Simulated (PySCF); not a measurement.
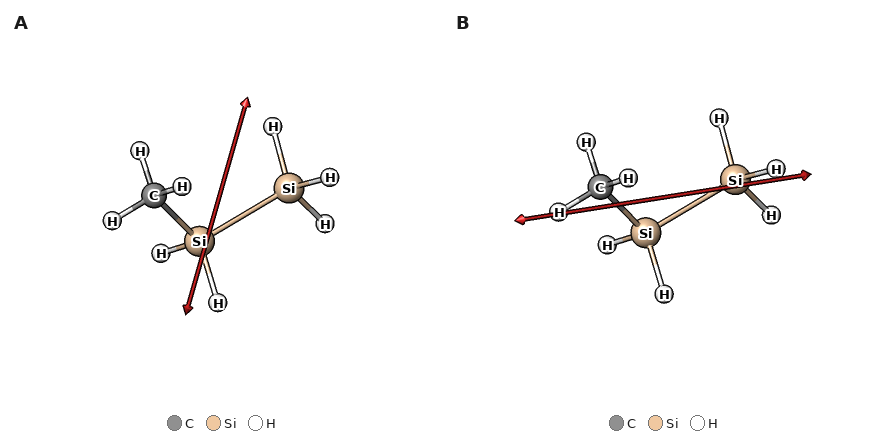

The double arrows show the directions of two transition dipoles from the ground state (lengths mean nothing). Computed geometry: PBE0-D3(BJ)/def2-SVP optimisation. No frequency run is at hand to confirm it as a minimum. Method: TDDFT LDA/def2-SVPD, vertical, gas phase, core orbitals frozen in the response (PySCF 2.14.0).

Question. One belongs to singlet state 1 and one to singlet state 7. Which is which?

Answer. A: state 1, 6.45 eV (192 nm), oscillator strength 0.020, mainly HOMO → LUMO (weight 0.91).
B: state 7, 7.43 eV (167 nm), oscillator strength 0.18, mainly HOMO−2 → LUMO (weight 0.62).
